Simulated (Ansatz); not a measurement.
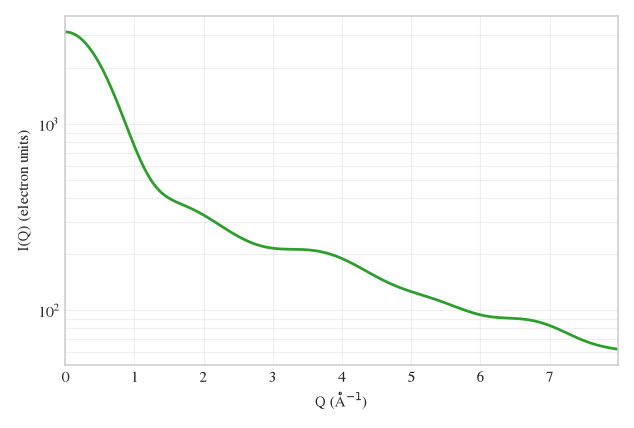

Elastic X-ray scattering of a randomly oriented, rigid molecule, calculated with the Debye equation from neutral-atom form factors (independent atoms, no Compton part, no vibration). The geometry is the end point of an optimisation (Ansatz 0.2.0, RKS PBE0-D4/STO-3G); it may be a saddle point or a higher isomer. It contains Mg, C, Cl, H, F.

Question: How many electrons does the independent-atom model of the molecule hold?

Answer: I(0) is the square of the electron number: I(0) = 3130, so about 56 electrons, the count of C2H6ClFMg.

Question: What radius of gyration does the initial fall-off give?

Answer: From I(Q) ≈ I(0) exp(−Q²R²/3) at small Q, R ≈ 2.21 Å. It is larger than the electron-weighted radius of the nuclear positions alone (2.09 Å), because each atom's electron cloud adds to it.
